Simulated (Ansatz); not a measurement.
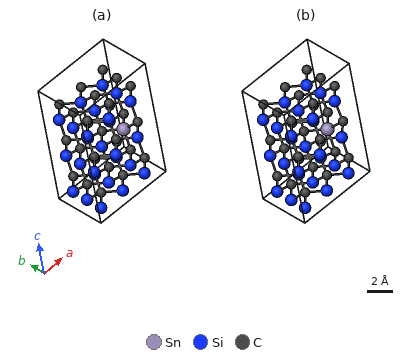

The structure of a defect cell of composition Si26SnC27 before (left) and after (right) a relaxation, at one scale.

A ball-and-stick model of the cell of the calculation (origin shifted), seen slightly off an axis.

These are results of DFT, PBE, plane-wave PAW, default files, scalar-relativistic (Ansatz 0.2.0), not measurements. Set-up: plane-wave cutoff 420 eV; k-point mesh 3 × 3 × 3; occupations fermi dirac; smearing width 0.01 eV; no spin polarisation; atoms relaxed in a fixed cell; force threshold 0.03 eV/Å; at most 40 steps.

> Summarise the run.

The largest moves, 0.19 Å, are those of C atoms. By element the largest moves are C 0.19 Å, Si 0.03 Å. Sn stays in place. The cell doesn't change. Near-neighbour distances that change, for instance: C–Sn 1.887 → 2.075 Å, C–Si 1.887 → 1.851 Å. Among the angles between lasting bonds that change: C–Si–C 109.5° → 104.3°, Sn–C–Si 109.5° → 104.7°, Si–C–Si 109.5° → 113.8°. The energy falls by 2.268 eV per cell of the calculation in 3 geometry steps. Largest force component: 3.8 eV/Å at the start, 0.016 eV/Å at the end.
